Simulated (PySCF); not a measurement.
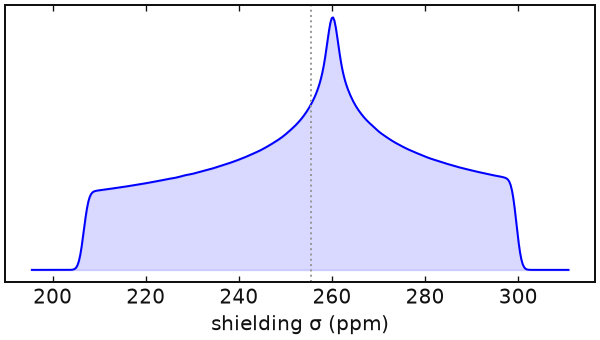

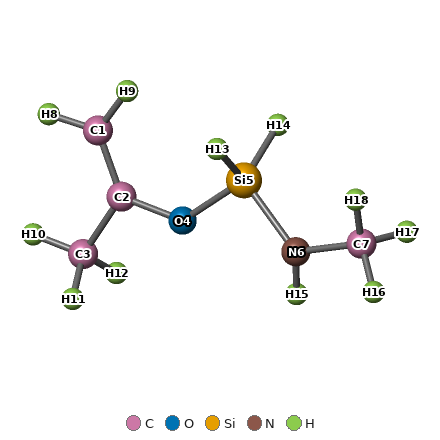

Static powder pattern (¹⁵N) from GIAO shielding tensors of C₄H₁₁NOSi, SMILES C=C(C)O[SiH2]NC, PBE0/pcSseg-1, PySCF 2.14.0, at a GFN2-xTB geometry (no frequency check); absolute shielding, one fixed geometry of the isolated molecule without any motion, no dipolar terms. The dotted line is the isotropic value; skew is 3(σiso − σ22)/span.

### The pattern belongs to N6. Give the principal values, span and skew.

N6: σ11, σ22, σ33 = 207, 260, 300 ppm, isotropic 255, span 93 ppm, skew −0.15.

Caveats: the tight-binding geometry is rougher than a DFT one and adds to the error; one conformer of a flexible molecule.
